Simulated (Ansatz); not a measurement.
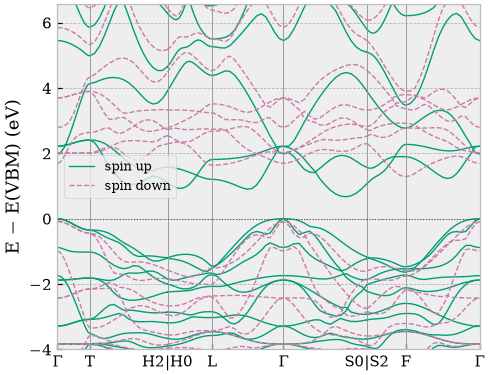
Fig. 1. Band structure from DFT-r²SCAN in the program Ansatz with PAW potentials

The gap is 0.57 eV; an edge lies off the plotted path or next to a special point (maximum at Γ, minimum off the standard path).

Task: Which of these materials gives this?
A. CrAgSe2, R3m (Cr on 3a, Ag on 3a, Se on 3a, Se on 3a)
B. CrAuS2, R-3m (Au on 3a, Cr on 3b, S on 6c)
C. Zn3InGaO6, R3m (Pearson symbol hR11)
D. LiGdSe2, R-3m (Li on 3b, Gd on 3a, Se on 6c)

Result: A, CrAgSe2, R3m (Cr on 3a, Ag on 3a, Se on 3a, Se on 3a)

The first step of the workflow began from a Materials Project structure, measured or hypothetical; the Crystallography Open Database files this formula in space group No. 160, but the cells were not matched. Its standing as an ambient phase is unchecked. The r²SCAN relaxation kept the symmetry of its start; its stability against distortions is not shown here. The final state is ferromagnetic, the only order run, not a proven ground state. Other orbital occupations within this spin state were not tried. No Hubbard U is applied. Point labels and valley counts follow the cell and symmetry of the run, lower than the named group. Scalar-relativistic: spin–orbit coupling is off unless named, which matters more the heavier the elements.

Potentials: the later of the program's two PAW sets.
